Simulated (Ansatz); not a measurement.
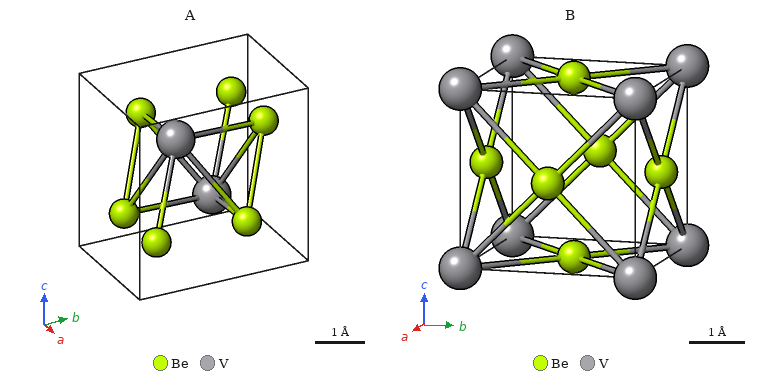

Two structures of Be$_{3}$V, each relaxed to rest (conventional cells in solid outline, small ones repeated, not to one scale). Method: Ansatz 0.2.0, DFT PBE, scalar-relativistic, plane waves, PAW, without spin polarisation.

Question: What are A and B?

Answer: A: 8 atoms a cell on a primitive hexagonal lattice, P6_3/mmc. B: Cu₃Au (L1₂) type, Pm-3m.

Question: Which structure is more stable?

Answer: B is lower, by 20 meV/atom at this level of theory (energies at zero smearing). Volumes: A 9.3, B 9.5 Å³/atom.

One or both may be structure types tried for this composition rather than known phases.
